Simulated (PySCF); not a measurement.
**triplet NBrO: levels of theory compared**

Aim: a comparison of 6 runs (UHF/3-21G, U-r2SCAN/def2-TZVP, UBHLYP/def2-TZVP, UPBE0/def2-TZVP, UTPSS/def2-TZVP, USCS-MP2/def2-TZVP) of triplet NBrO. Input form: a Python script.

The calculation is run with PySCF 2.14.0.

1 further run of the same task is left out (set aside as unsound or not needed).

## (1) Starting point

NBrO: 3 atoms, total charge 0, spin state triplet. SMILES of the parent species: `O=NBr`. The coordinates come from a PBE0-D4/def2-TZVP relaxation. That shape belongs to the parent species and isn't relaxed for this state.

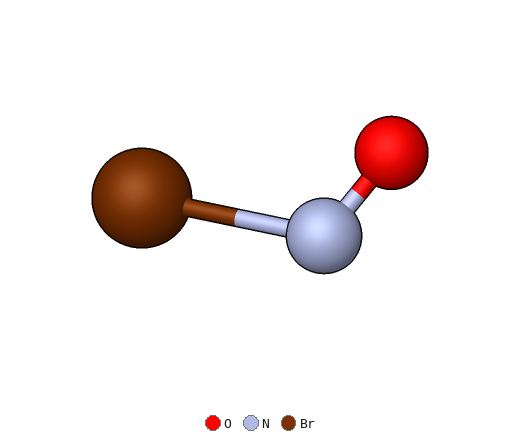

The structure, seen from a chosen angle (oxygen red, nitrogen light blue, bromine brown).

## (2) A single-point energy at UHF/3-21G (run 1)

Input file calc.py:

```python
from pyscf import gto

mol = gto.M(
    atom='''
O    0.941780  -0.646800   0.448530
N   -0.044940  -0.636480  -0.092930
Br  -0.896840   1.283280  -0.355590
''',
    basis='3-21g',
    verbose=4,
    charge=0,
    spin=2,
    max_memory=1860,
)

mf = mol.UHF()
mf.conv_tol = 1e-10
mf.kernel()
if not mf.converged:
    mf = mf.newton().run(mf.mo_coeff, mf.mo_occ)

etot = mf.e_tot
print('Final energy', etot)
```

Run with:

```
OMP_NUM_THREADS=1 python calc.py
```

Standard output:

```text
PySCF version 2.14.0

[... 38 lines left out ...]
WARN: HOMO -0.046383104496913 >= LUMO -0.305368918676521
[... 82 lines left out ...]
converged SCF energy = -2688.49737662265  <S^2> = 2.0810427  2S+1 = 3.0535505
Final energy -2688.4973766226462
```

It took 1.4 s on 1 thread of AMD EPYC 7R43 (Zen 3), shared host; peak memory 0.12 GiB.

## (3) A single-point energy at U-r2SCAN/def2-TZVP (run 2)

Input file run.py:

```python
from pyscf import gto, dft

mol = gto.M(
    atom='''
O    0.941780  -0.646800   0.448530
N   -0.044940  -0.636480  -0.092930
Br  -0.896840   1.283280  -0.355590
''',
    max_memory=1860,
    basis='def2-tzvp',
    spin=2,
    charge=0,
    verbose=3,
)

calc0 = dft.UKS(mol)
calc0.xc = 'r2scan'
calc0.grids.level = 5
calc0.conv_tol = 1e-10
calc0.kernel()
if not calc0.converged:
    calc0 = calc0.newton().run(calc0.mo_coeff, calc0.mo_occ)

energy = calc0.e_tot
print('Final energy', energy)
```

Run with:

```
OMP_NUM_THREADS=1 python run.py
```

Standard output:

```text
WARN: HOMO -0.132992421183809 >= LUMO -0.271655500248806

WARN: HOMO -0.159161768389761 >= LUMO -0.250681562798789

WARN: HOMO -0.187025556783112 >= LUMO -0.239568317860078

WARN: HOMO -0.178645284165569 >= LUMO -0.23409331368314

WARN: HOMO -0.189065616477833 >= LUMO -0.236702711388112

WARN: HOMO -0.184042903306242 >= LUMO -0.234729609577528

WARN: HOMO -0.185194143286651 >= LUMO -0.233782673875453

WARN: HOMO -0.185290925099316 >= LUMO -0.233937916020409

WARN: HOMO -0.185300248550256 >= LUMO -0.233896029149186

WARN: HOMO -0.185263979624501 >= LUMO -0.233863438977671

WARN: HOMO -0.185275275016672 >= LUMO -0.233878388441703

WARN: HOMO -0.185278440503751 >= LUMO -0.233877083873466

WARN: HOMO -0.185278165577415 >= LUMO -0.233876220798059

WARN: HOMO -0.185278096872821 >= LUMO -0.233876362915268

WARN: HOMO -0.185279568341485 >= LUMO -0.233876764609505

WARN: HOMO -0.185278665313611 >= LUMO -0.233876441224147

converged SCF energy = -2703.9692523605  <S^2> = 2.0118808  2S+1 = 3.0079101
Final energy -2703.9692523605036
```

Wall time 53 s (1 thread of AMD EPYC 7R43 (Zen 3), shared host); peak memory 0.62 GiB.

Runs 3 to 5 aren't shown in full; the table further down has their settings and results.

## (4) A single-point energy at USCS-MP2/def2-TZVP (run 6)

Input file run.py:

```python
from pyscf import gto, mp

mol = gto.Mole()
mol.atom = '''
O      1.779706    -1.222275     0.847599
N     -0.084924    -1.202773    -0.175612
Br    -1.694782     2.425048    -0.671968
'''
mol.unit = 'bohr'
mol.basis = 'def2-tzvp'
mol.verbose = 3
mol.spin = 2
mol.max_memory = 1860
mol.charge = 0
mol.build()

mf = mol.UHF()
mf.conv_tol = 1e-10
mf.kernel()
if not mf.converged:
    mf = mf.newton().run(mf.mo_coeff, mf.mo_occ)

pt = mp.MP2(mf, frozen=11).run()
e_final = mf.e_tot + 1.2 * pt.e_corr_os + pt.e_corr_ss / 3
print('Final energy', e_final)
```

Run with:

```
OMP_NUM_THREADS=1 python run.py
```

Standard output:

```text
WARN: HOMO -0.0479716246267259 >= LUMO -0.285967004632411

converged SCF energy = -2701.6636932394  <S^2> = 2.103549  2S+1 = 3.0682562
E(UMP2) = -2702.31273843282  E_corr = -0.649045193420521
E(SCS-UMP2) = -2702.28144603672  E_corr = -0.617752797320305
Final energy -2702.2814460367163
```

Run time: 12 s. Hardware: 1 thread of AMD EPYC 7R43 (Zen 3), shared host; peak memory 0.34 GiB.

## (5) Overview of the runs

```
run               level  integration grid  frozen core orbitals   energy (Eh)  dipole moment (D) of the reference  HOMO energy (eV)  LUMO energy (eV)  wall time
  1           UHF/3-21G                 –                     –  -2688.497377                                0.17            -11.04             -0.42      1.4 s
  2  U-r2SCAN/def2-TZVP                 5                     –  -2703.969252                                0.04             -5.04                 –       53 s
  3    UBHLYP/def2-TZVP                 5                     –  -2703.967347                                0.05             -8.26             -4.22       35 s
  4     UPBE0/def2-TZVP                 5                     –  -2703.608528                                0.02             -6.41             -5.44       30 s
  5     UTPSS/def2-TZVP                 5                     –  -2703.975255                                0.06             -4.74                 –       49 s
  6  USCS-MP2/def2-TZVP                 –                    11  -2702.281446                                0.14            -11.17             -0.66       12 s
```

## (6) Summary of results

| quantity | value |
| --- | --- |
| run 6: total energy | -2702.28145 Eh |
| run 6: dipole moment (Hartree–Fock density) | 0.14 D |
| run 6: HOMO energy (Hartree–Fock orbitals) (highest over α and β) | -11.17 eV |
| run 6: LUMO energy (Hartree–Fock orbitals) (lowest over α and β) | -0.66 eV |
| run 6: correlation energy (11 core orbitals frozen) | -617.8 mEh |
| run 6: ⟨S²⟩ of the reference determinant | 2.104 |

What this shows: Over runs 1, 2, 3, 4, 5 the dipole moment (its size) runs from 0.02 D (UPBE0/def2-TZVP) to 0.17 D (UHF/3-21G). The two ends differ in method and basis. The two dipoles point in opposite directions. Totals of different functionals can't be ranked against each other. Spin contamination of the reference: run 6 ⟨S²⟩ = 2.10. All runs together took 3 min, the longest 53 s.
